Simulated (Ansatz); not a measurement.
Profile along the Hf–Hf line in Hf (hcp, Mg type)

Hf (hcp, Mg type)

Space group P6₃/mmc (No. 194); a = b = 3.204 Å, c = 5.069 Å, α = β = 90.00°, γ = 120.00°

```
atom  site  symmetry       x       y       z
----  ----  --------  ------  ------  ------
Hf      2d      -6m2  0.6667  0.3333  0.2500
```

Fields along a shortest Hf–Hf line of a (0001) plane (3.20 Å), from Hf to Hf, interpolated on the slice's grid (step about 0.2 Å). All values below come from PBE (plane waves to 420 eV, PAW, scalar-relativistic; Ansatz, a program for electronic structure). k mesh 17×17×9. Near the nuclei the fields are pseudised (PAW); where an atom keeps semicore shells as valence, they peak there. Hf is run without spin polarisation. Hf was relaxed with its symmetry unable to fall. Spin-orbit coupling is left out, though Hf is heavy. The PAW data are Ansatz's earlier set.

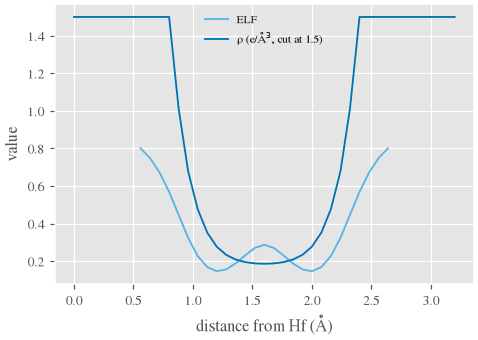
Figure. ELF (away from the nuclei) and valence density from Hf to Hf.

Density on the Hf–Hf line (3.20 Å) at its midpoint: 0.19 e/Å³. ELF at that point: 0.29.
